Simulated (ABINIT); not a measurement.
# Quasiparticle gap of InP (F-43m) in ABINIT, part 2 of 3

Aim: the G0W0 gap of InP (F-43m) on PBE, step by step.

ABINIT 10.8.3; PBE and many-body steps on it, plane waves. Known limits of the many-body steps: not at the basis limit; mesh may overstate the screening; no spin-orbit coupling; coarse k mesh.

So far. Step 2 (Ground state): The gap is direct, at Γ.

The database entry behind the starting cell differs from later determinations by our own check (0.1 to 0.3 % short, probably kX units), so it need not match the best structure at ambient conditions.

**3. Bands along the symmetry lines**

Level of this step: DFT, PBE, plane waves, norm-conserving pseudopotentials (ABINIT).

Levels along a band path, at the cheap level, show where the edges lie and whether the meshes to come will hold them.

The input, run.abi:

```
acell 3*1.0 Angstrom
rprim 
  0.000000000000 2.930500000000 2.930500000000
  2.930500000000 -0.000000000000 2.930500000000
  2.930500000000 2.930500000000 0.000000000000
ntypat 2
znucl 49 15
natom 2
typat 1 2
xred 
  0.000000000000 0.000000000000 0.000000000000
  0.250000000000 0.250000000000 0.250000000000
pp_dirpath "pseudos"
pseudos "In.upf, P.upf"
ecut 33
iscf -2
irdden 1
kptopt 0
nkpt 50
kpt 
  0.00000000 0.00000000 0.00000000
  -0.06250000 -0.06250000 0.00000000
  -0.12500000 -0.12500000 0.00000000
  -0.18750000 -0.18750000 0.00000000
  -0.25000000 -0.25000000 0.00000000
  -0.31250000 -0.31250000 0.00000000
  -0.37500000 -0.37500000 0.00000000
  -0.43750000 -0.43750000 0.00000000
  -0.50000000 -0.50000000 0.00000000
  -0.48437500 -0.48437500 0.03125000
  -0.46875000 -0.46875000 0.06250000
  -0.45312500 -0.45312500 0.09375000
  -0.43750000 -0.43750000 0.12500000
  -0.42187500 -0.42187500 0.15625000
  -0.40625000 -0.40625000 0.18750000
  -0.39062500 -0.39062500 0.21875000
  -0.37500000 -0.37500000 0.25000000
  -0.37500000 0.00000000 0.37500000
  -0.32812500 0.00000000 0.32812500
  -0.28125000 0.00000000 0.28125000
  -0.23437500 0.00000000 0.23437500
  -0.18750000 0.00000000 0.18750000
  -0.14062500 0.00000000 0.14062500
  -0.09375000 0.00000000 0.09375000
  -0.04687500 0.00000000 0.04687500
  0.00000000 0.00000000 0.00000000
  0.00000000 0.00000000 0.06250000
  0.00000000 0.00000000 0.12500000
  0.00000000 0.00000000 0.18750000
  0.00000000 0.00000000 0.25000000
  0.00000000 0.00000000 0.31250000
  0.00000000 0.00000000 0.37500000
  0.00000000 0.00000000 0.43750000
  -0.00000000 -0.00000000 0.50000000
  -0.06250000 -0.03125000 0.46875000
  -0.12500000 -0.06250000 0.43750000
  -0.18750000 -0.09375000 0.40625000
  -0.25000000 -0.12500000 0.37500000
  -0.31250000 -0.15625000 0.34375000
  -0.37500000 -0.18750000 0.31250000
  -0.43750000 -0.21875000 0.28125000
  -0.50000000 -0.25000000 0.25000000
  -0.50000000 -0.28125000 0.21875000
  -0.50000000 -0.31250000 0.18750000
  -0.50000000 -0.34375000 0.15625000
  -0.50000000 -0.37500000 0.12500000
  -0.50000000 -0.40625000 0.09375000
  -0.50000000 -0.43750000 0.06250000
  -0.50000000 -0.46875000 0.03125000
  -0.50000000 -0.50000000 0.00000000
istwfk *1
nband 20
nbdbuf 2
tolwfr 1e-08
nstep 40
prtwf 0
prtvol 0
indata_prefix "in"
outdata_prefix "out"
tmpdata_prefix "tmp"
```

Command:

```sh
$ OMP_NUM_THREADS=1 mpirun -n 8 abinit run.abi > log
```

Numbers of over 12 decimals in the logs are rounded to 6 here.

What it wrote:

```text
.Version 10.8.3 of ABINIT. v10.8.2 released Aug 2026.

 Symmetries : space group F-4 3 m (#216); Bravais cF (face-center cubic)
[... echo of the input left out ...]
== DATASET  1 ==================================================================
-   mpi_nproc: 8, omp_nthreads: 1 (-1 if OMP is not activated)

--- !DatasetInfo
iteration_state: {dtset: 1, }
dimensions: {natom: 2, nkpt: 50, mband: 20, nsppol: 1, nspinor: 1, nspden: 1, mpw: 3119, }
cutoff_energies: {ecut:  33.0, pawecutdg:  -1.0, }
electrons: {nelect:   2.60000000E+01, charge:   0.00000000E+00, occopt:   1.00000000E+00, tsmear:   1.00000000E-02, }

 Real(R)+Recip(G) space primitive vectors, cartesian coordinates (Bohr,Bohr^-1):
 R(1)=  0.0000000  5.5378424  5.5378424  G(1)= -0.0902879  0.0902879  0.0902879
 R(2)=  5.5378424  0.0000000  5.5378424  G(2)=  0.0902879 -0.0902879  0.0902879
 R(3)=  5.5378424  5.5378424  0.0000000  G(3)=  0.0902879  0.0902879 -0.0902879
 Unit cell volume ucvol=  3.3966576E+02 bohr^3
 Angles (23,13,12)=  6.00000000E+01  6.00000000E+01  6.00000000E+01 degrees

 getcut: wavevector=  0.0000  0.0000  0.0000  ngfft=  45  45  45
         ecut(hartree)=     33.000   => boxcut(ratio)=   2.17258

--- Pseudopotential description ------------------------------------------------
- In Generated using ONCVPSP code by D. R. Hamann
- 49.00000  21.00000  171031                  znucl, zion, pspdat
12 -101130 2 -1 1964                          pspcod,pspxc,lmax,lloc,mmax
     nproj     2     2     2
  pspatm : epsatm=   33.77322108
         --- l  ekb(1:nproj) -->
             0    8.444792   -0.551410
             1    2.489821   -1.164509
             2   -3.311344   -0.947824
 pspatm: atomic psp has been read  and splines computed

- P Generated using ONCVPSP code by D. R. Hamann
- 15.00000   5.00000  171031                  znucl, zion, pspdat
12 -101130 2 -1 1298                          pspcod,pspxc,lmax,lloc,mmax
     nproj     2     2     2
  pspatm : epsatm=    8.05910421
         --- l  ekb(1:nproj) -->
[...]
pspatm: atomic psp has been read  and splines computed

--------------------------------------------------------------------------------

================================================================================
 prteigrs : about to open file out_EIG
 Non-SCF case, kpt    1 (  0.00000  0.00000  0.00000), residuals and eigenvalues=
  3.14E-09  2.81E-09  4.32E-09  5.14E-09  1.69E-09  2.55E-09  5.68E-09  1.28E-09
  3.64E-09  8.96E-10  2.51E-09  6.28E-09  8.37E-09  5.66E-09  1.97E-09  5.67E-09
  8.03E-09  4.11E-09  6.19E-09  2.65E-07
 -4.0459E+00 -2.5199E+00 -2.5199E+00 -2.5199E+00 -3.3970E-01 -3.3970E-01
 -3.3970E-01 -3.3420E-01 -3.3420E-01 -2.4085E-01  1.8244E-01  1.8244E-01
  1.8244E-01  2.0849E-01  3.3265E-01  3.3265E-01  3.3265E-01  4.9824E-01
  5.2838E-01  5.2838E-01
 Non-SCF case, kpt    2 ( -0.06250 -0.06250  0.00000), residuals and eigenvalues=
[...]
5.1127E-01  5.2973E-01
 Non-SCF case, kpt    3 ( -0.12500 -0.12500  0.00000), residuals and eigenvalues=
[...]
5.04E-09  5.62E-09  1.08E-06  3.63E-07
[...]
5.3373E-01  5.4203E-01
[...]
Non-SCF case, kpt   49 ( -0.50000 -0.46875  0.03125), residuals and eigenvalues=
[...]
5.8135E-01  6.1672E-01
 Non-SCF case, kpt   50 ( -0.50000 -0.50000  0.00000), residuals and eigenvalues=
[...]
-3.3583E-01 -3.3583E-01 -3.3284E-01 -1.5354E-01 -2.8881E-02  9.7175E-02
  9.7175E-02  2.4712E-01  2.6577E-01  5.2156E-01  5.3465E-01  5.3465E-01
  5.7856E-01  6.1605E-01

--- !ResultsGS
iteration_state: {dtset: 1, }
comment   : Summary of ground state results
lattice_vectors:
- [  0.0000000,   5.5378424,   5.5378424, ]
- [  5.5378424,  -0.0000000,   5.5378424, ]
- [  5.5378424,   5.5378424,   0.0000000, ]
lattice_lengths: [   7.83169,    7.83169,    7.83169, ]
lattice_angles: [ 60.000,  60.000,  60.000, ] # degrees, (23, 13, 12)
lattice_volume:   3.3966576E+02
convergence: {deltae:  0.000E+00, res2:  0.000E+00, residm:  9.979E-09, diffor:  0.000E+00, }
etotal    :  -2.06381794E+02
entropy   :   0.00000000E+00
fermie    :   1.82435607E-01
cartesian_stress_tensor: null
pressure_GPa: null
xred      :
- [  0.0000E+00,   0.0000E+00,   0.0000E+00, In]
- [  2.5000E-01,   2.5000E-01,   2.5000E-01,  P]
cartesian_forces: null
force_length_stats: {min: null, max: null, mean: null, }

 Integrated electronic density in atomic spheres:
 ------------------------------------------------
 Atom  Sphere_radius  Integrated_density
[...]
================================================================================

 ----iterations are completed or convergence reached----

 Mean square residual over all n,k,spin=   48.102E-10; max=  99.791E-10
 reduced coordinates (array xred) for    2 atoms
       0.000000000000      0.000000000000      0.000000000000
       0.250000000000      0.250000000000      0.250000000000

 cartesian coordinates (angstrom) at end:
[...]
length scales=  1.889726125908  1.889726125908  1.889726125908 bohr
              =  1.000000000000  1.000000000000  1.000000000000 angstroms
 prteigrs : about to open file out_EIG
 Eigenvalues (hartree) for nkpt=  50  k points:
 kpt#   1, nband= 20, wtk=  1.00000, kpt=  0.0000  0.0000  0.0000 (reduced coord)
[...]
kpt#   2, nband= 20, wtk=  1.00000, kpt= -0.0625 -0.0625  0.0000 (reduced coord)
[...]
kpt#   3, nband= 20, wtk=  1.00000, kpt= -0.1250 -0.1250  0.0000 (reduced coord)
[...]
kpt#  49, nband= 20, wtk=  1.00000, kpt= -0.5000 -0.4687  0.0313 (reduced coord)
[...]
0.52716    0.53876    0.58135    0.61672
 kpt#  50, nband= 20, wtk=  1.00000, kpt= -0.5000 -0.5000  0.0000 (reduced coord)
  -4.04589   -2.51988   -2.51988   -2.51988   -0.34635   -0.33597   -0.33583   -0.33583
  -0.33284   -0.15354   -0.02888    0.09718    0.09718    0.24712    0.26577    0.52156
   0.53465    0.53465    0.57856    0.61605

== END DATASET(S) ==============================================================
================================================================================

 -outvars: echo values of variables after computation  --------
            nband          20
             nkpt          50
          spgroup         216
 [... the other variables as echoed above ...]

 Calculation completed.
```

Wall time 6.9 s (8 MPI ranks of INTEL XEON PLATINUM 8581C at 2.30GHz (Emerald Rapids), shared host); peak memory 0.6 GiB; 53 s of CPU time.

Numbers from this step:

| Property | Result |
| --- | --- |
| gap | 0.7089 eV |
| k of the valence top | 0, 0, 0 |
| k of the conduction bottom | 0, 0, 0 |
| least direct gap | 0.7089 eV |

The gap is 0.709 eV, as in the run before at this level.

The electronic bands at the labelled points (eV, zero at the top of the highest filled band):

| point | band 10 | band 11 | band 12 | band 13 | band 14 | band 15 | band 16 | band 17 |
| --- | --- | --- | --- | --- | --- | --- | --- | --- |
| Γ | -11.52 | 0.00 | 0.00 | 0.00 | 0.71 | 4.09 | 4.09 | 4.09 |
| X | -9.14 | -5.75 | -2.32 | -2.32 | 1.76 | 2.27 | 9.23 | 9.58 |
| U | -9.15 | -5.61 | -3.30 | -1.94 | 2.36 | 4.39 | 7.51 | 7.55 |
| jump to K | -9.15 | -5.61 | -3.30 | -1.94 | 2.36 | 4.39 | 7.51 | 7.55 |
| Γ | -11.52 | 0.00 | 0.00 | 0.00 | 0.71 | 4.09 | 4.09 | 4.09 |
| L | -9.80 | -5.73 | -0.97 | -0.97 | 1.50 | 4.80 | 4.80 | 7.12 |
| W | -9.06 | -5.60 | -2.95 | -2.91 | 4.29 | 4.38 | 5.57 | 6.21 |
| X | -9.14 | -5.75 | -2.32 | -2.32 | 1.76 | 2.27 | 9.23 | 9.58 |

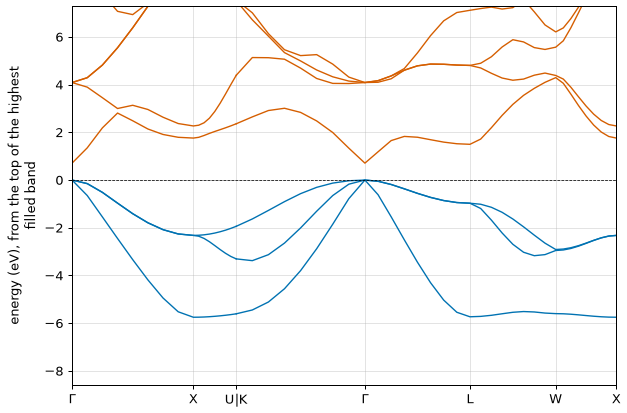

Electronic bands along the path; lines of filled and empty bands in two colours.

**4. Empty states on the mesh, 4×4×4 mesh, 102 bands**

The sums over transitions need many empty states on a uniform mesh; this step solves for them.

The input, run.abi:

```
acell 3*1.0 Angstrom
rprim 
  0.000000000000 2.930500000000 2.930500000000
  2.930500000000 -0.000000000000 2.930500000000
  2.930500000000 2.930500000000 0.000000000000
ntypat 2
znucl 49 15
natom 2
typat 1 2
xred 
  0.000000000000 0.000000000000 0.000000000000
  0.250000000000 0.250000000000 0.250000000000
pp_dirpath "pseudos"
pseudos "In.upf, P.upf"
ecut 33
ngkpt 4 4 4
nshiftk 1
shiftk 0 0 0
kptopt 1
chksymbreak 0
irdden 1
istwfk *1
nband 102
prtvol 0
optdriver 6
gwr_task "HDIAGO"
paral_kgb 0
occopt 1
indata_prefix "in"
outdata_prefix "out"
tmpdata_prefix "tmp"
```

What it wrote:

```text
[banner, memory and clock lines left out]
.Version 10.8.3 of ABINIT. v10.8.2 released Aug 2026.

 Symmetries : space group F-4 3 m (#216); Bravais cF (face-center cubic)
[... echo of the input left out ...]
== DATASET  1 ==================================================================
-   mpi_nproc: 8, omp_nthreads: 1 (-1 if OMP is not activated)

--- !DatasetInfo
iteration_state: {dtset: 1, }
dimensions: {natom: 2, nkpt: 8, mband: 102, nsppol: 1, nspinor: 1, nspden: 1, mpw: 3119, }
cutoff_energies: {ecut:  33.0, pawecutdg:  -1.0, }
electrons: {nelect:   2.60000000E+01, charge:   0.00000000E+00, occopt:   1.00000000E+00, tsmear:   1.00000000E-02, }

.Using double precision arithmetic; gwpc =  8

- Reading GS density from: in_DEN

--- Pseudopotential description ------------------------------------------------
- In Generated using ONCVPSP code by D. R. Hamann
- 49.00000  21.00000  171031                  znucl, zion, pspdat
12 -101130 2 -1 1964                          pspcod,pspxc,lmax,lloc,mmax
     nproj     2     2     2
  pspatm : epsatm=   33.77322108
         --- l  ekb(1:nproj) -->
             0    8.444792   -0.551410
             1    2.489821   -1.164509
             2   -3.311344   -0.947824
 pspatm: atomic psp has been read  and splines computed

- P Generated using ONCVPSP code by D. R. Hamann
- 15.00000   5.00000  171031                  znucl, zion, pspdat
12 -101130 2 -1 1298                          pspcod,pspxc,lmax,lloc,mmax
     nproj     2     2     2
  pspatm : epsatm=    8.05910421
         --- l  ekb(1:nproj) -->
             0    6.598722    1.052341
             1    3.369366    0.884600
             2   -3.154982   -0.827415
 pspatm: atomic psp has been read  and splines computed

   1.08764046E+03                                ecore*ucvol(ha*bohr**3)

 Total charge density [el/Bohr^3]
)     Maximum=    2.8178E+00  at reduced coord.    0.0222    0.0667    0.9111
)     Minimum=    2.0063E-03  at reduced coord.    0.5111    0.4889    0.4889
   Integrated=    2.6000E+01

 === KS gaps after direct diagonalization ===
 Direct band gap semiconductor
 Fundamental gap:     0.709 (eV)
   VBM:     4.964 (eV) at k: [ 0.0000E+00,  0.0000E+00,  0.0000E+00]
   CBM:     5.673 (eV) at k: [ 0.0000E+00,  0.0000E+00,  0.0000E+00]
 Direct gap:         0.709 (eV) at k: [ 0.0000E+00,  0.0000E+00,  0.0000E+00]

== END DATASET(S) ==============================================================

 -outvars: echo values of variables after computation  --------
           etotal      0.0000000000E+00
            nband         102
             nkpt           8
          spgroup         216
 [... the other variables as echoed above ...]

 Calculation completed.
```

Wall time 15 s (8 MPI ranks); peak memory 4.6 GiB.

Numbers from this step:

| Property | Result |
| --- | --- |
| gap | 0.7091 eV |
| k of the valence top | 0, 0, 0 |
| k of the conduction bottom | 0, 0, 0 |
| least direct gap | 0.7091 eV |
| k points computed | 8 |
| lowest point of the top converged band, above the valence top | 69.6771 eV |

On this mesh the gap is 0.709 eV.

**5. Screening, 4×4×4 mesh, 94 bands, screening to 136.1 eV**

The RPA dielectric matrix is built and inverted for each q.

This step: RPA screening on PBE, plane waves, norm-conserving pseudopotentials.

Edit run.abi of step 4 so:

```diff
@@ -20,10 +20,11 @@
 chksymbreak 0
-irdden 1
 istwfk *1
-nband 102
-prtvol 0
-optdriver 6
-gwr_task "HDIAGO"
-paral_kgb 0
 occopt 1
+irdwfk 1
+optdriver 3
+nband 94
+ecuteps 5
+inclvkb 2
+awtr 1
+symchi 1
 indata_prefix "in"
```

What it wrote:

```text
.Version 10.8.3 of ABINIT. v10.8.2 released Aug 2026.

 Symmetries : space group F-4 3 m (#216); Bravais cF (face-center cubic)
[... echo of the input left out ...]
== DATASET  1 ==================================================================
-   mpi_nproc: 8, omp_nthreads: 1 (-1 if OMP is not activated)

--- !DatasetInfo
iteration_state: {dtset: 1, }
dimensions: {natom: 2, nkpt: 8, mband: 94, nsppol: 1, nspinor: 1, nspden: 1, mpw: 3119, }
cutoff_energies: {ecut:  33.0, pawecutdg:  -1.0, }
electrons: {nelect:   2.60000000E+01, charge:   0.00000000E+00, occopt:   1.00000000E+00, tsmear:   1.00000000E-02, }

 SCREENING: Calculation of the susceptibility and dielectric matrices

 Based on a program developped by R.W. Godby, V. Olevano, G. Onida, and L. Reining.
 Incorporated in ABINIT by V. Olevano, G.-M. Rignanese, and M. Torrent.
.Using double precision arithmetic ; gwpc =  8

[... cell and pseudopotentials left out ...]
--------------------------------------------------------------------------------

 ==== K-mesh for the wavefunctions ====
 Number of points in the irreducible wedge :     8
[... list of points left out ...]
 Together with 24 symmetry operations and time-reversal symmetry
 yields    64 points in the full Brillouin Zone.

 ==== Q-mesh for the screening function ====
 Number of points in the irreducible wedge :     8
[... list of points left out ...]
 Together with 24 symmetry operations and time-reversal symmetry
 yields    64 points in the full Brillouin Zone.

 setmesh: FFT mesh size selected  =    27x   27x   27
          total number of points  =        19683

 vcoul_init : cutoff-mode = AUXILIARY_FUNCTION
 q-points for optical limit:   1
     1)      0.000010    0.000020    0.000030

- screening: taking advantage of time-reversal symmetry
- Maximum band index for partially occupied states nbvw = 13
- Remaining bands to be divided among processors   nbcw = 81
- Number of bands treated by each node ~10

 Number of electrons calculated from density =   26.0000; Expected =   26.0000
 average of density, n =  0.076546
 r_s =    1.4610
 omega_plasma =   26.6880 [eV]

 calculating chi0 at frequencies [eV] :
  1    0.000000E+00    0.000000E+00
  2    0.000000E+00    2.668802E+01

--------------------------------------------------------------------------------
  q-point number  1        q = ( 0.000000, 0.000000, 0.000000) [r.l.u.]
--------------------------------------------------------------------------------
[... chi0 elements left out ...]
 For q-point:  0.000010 0.000020 0.000030
  dielectric constant =  44.4391
  dielectric constant without local fields =  46.9288

  Average fulfillment of the sum rule on Im[epsilon] for q-point    1 :     57.35  [%]
[... wings left out ...]
  q-point number  2        q = ( 0.250000, 0.000000, 0.000000) [r.l.u.]
--------------------------------------------------------------------------------
[... chi0 elements left out ...]
  Average fulfillment of the sum rule on Im[epsilon] for q-point    2 :     69.90  [%]

 [... 6 further q-points ...]
```

Elapsed: 8.9 s, on 8 MPI ranks; peak memory 1.2 GiB.

This step gave:

| Item | Value |
| --- | --- |
| ε∞ with local fields, on this mesh, along the program's q direction | 44.44 |
| the same without local fields | 46.93 |
| plasma frequency | 26.69 eV |
| plane waves in the screening matrix | 169 |

Local fields lower ε∞ by 5 %. On a Γ-centred mesh this coarse the value itself is usually too large, while a short band sum pulls it down.

[end of part 2 of 3]

[Paths, hosts, dates, memory and timing lines, banners, echoed tables and standing remarks are left out of the program output.]

[Logs are printed without paths, hosts, clocks, repeated set-up lines and the standing remarks that a program may print on its own settings, such as how far it seeks lower states.]

[Runs of the session that timed out or met a known fault of the program may be left out.]

[Hosts, paths, dates, database ids (printed as entryN), source tags and the programs' standing remarks are cut or masked in the printed files.]

[G0W0 gaps are taken among the corrected bands and points alone; a level outside them can change the order at an edge.]

[Where Ansatz stands beside ABINIT at settings called matched, ABINIT's density can come from a denser mesh and the files from another edition; pairs whose starting gaps differed by over 0.03 eV were left out, so agreement reads better than it is.]
